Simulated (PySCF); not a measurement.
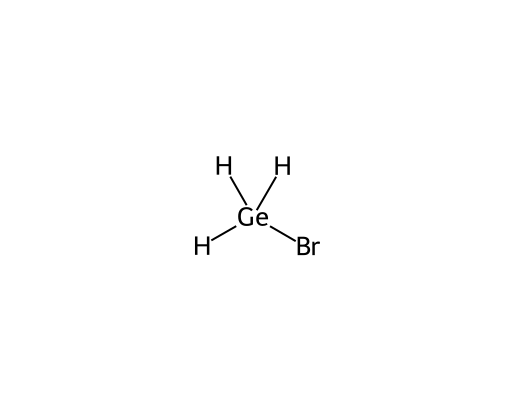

Simulated data, not a measurement (program: PySCF).

2D structure.

### Transcribe the drawing into SMILES.

[GeH3][Br]

### Give the formula, hydrogens included.

BrGeH3.
